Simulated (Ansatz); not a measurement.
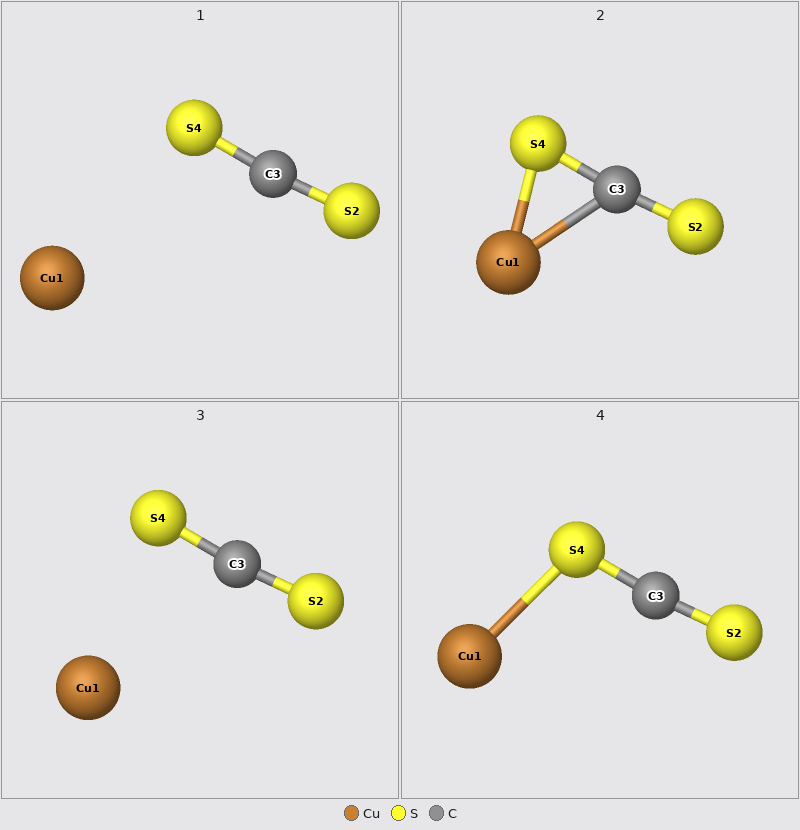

CCuS2, charge +1. The first coordinate is: separation of S4 and Cu1 along their line in the relaxed pair; the second: sideways slip of Cu1. Nothing is relaxed (both partners rigid). Grid: 11 × 11 points. Points are written as (first, second). All energies are given in kJ/mol relative to the lowest grid point. Theory: Ansatz 0.2.0, RKS PBE0-D4/def2-SVPD.

The numbered pictures are structures from this grid.

Question: Rank them by energy, lowest first.

Answer: 2, at (1.944 Å, 0.9 Å): 13 kJ/mol; 4, at (2.622 Å, −0.3 Å): 34 kJ/mol; 3, at (3.078 Å, 0.9 Å): 92 kJ/mol; 1, at (3.590 Å, −0.3 Å): 120 kJ/mol.

The map, with the structures marked:

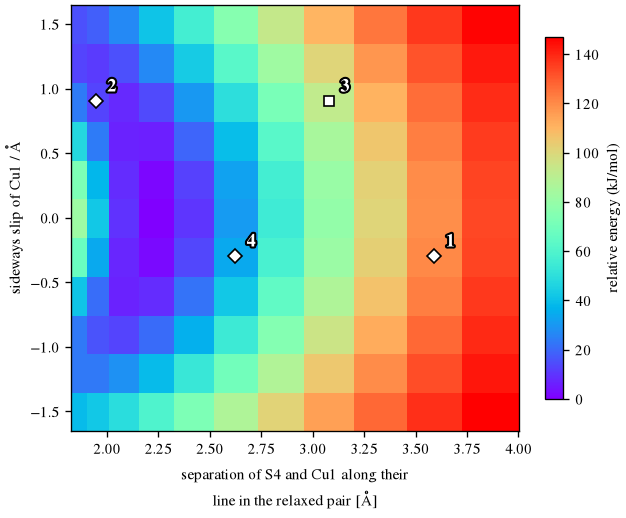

The picture shows one coloured cell a grid point.
